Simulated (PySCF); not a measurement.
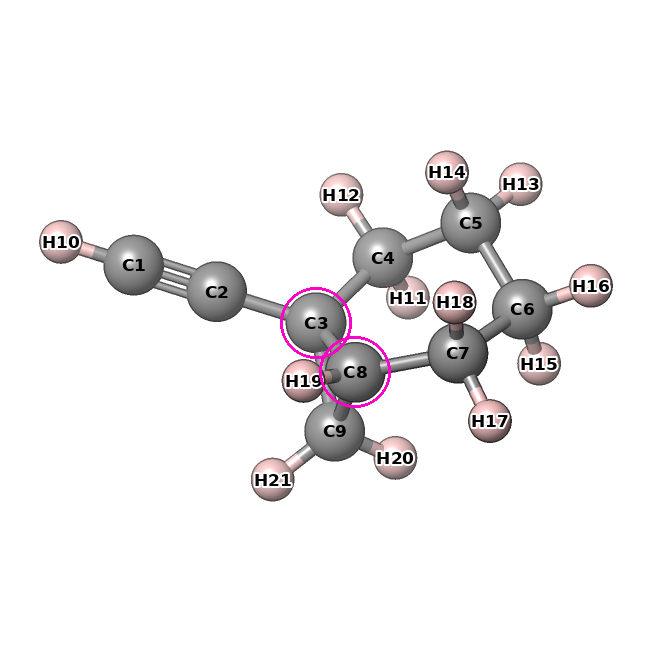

Atoms fade into the background with distance from the viewer. Circles mark the stereogenic atoms. The geometry was computed by an optimisation with GFN2-xTB. No frequency run is at hand to confirm it as a minimum.

### What are the Cahn–Ingold–Prelog descriptors?

C3: R (priorities C2 > C8 > C9 > C4); C8: R (priorities C3 > C9 > C7 > H19).
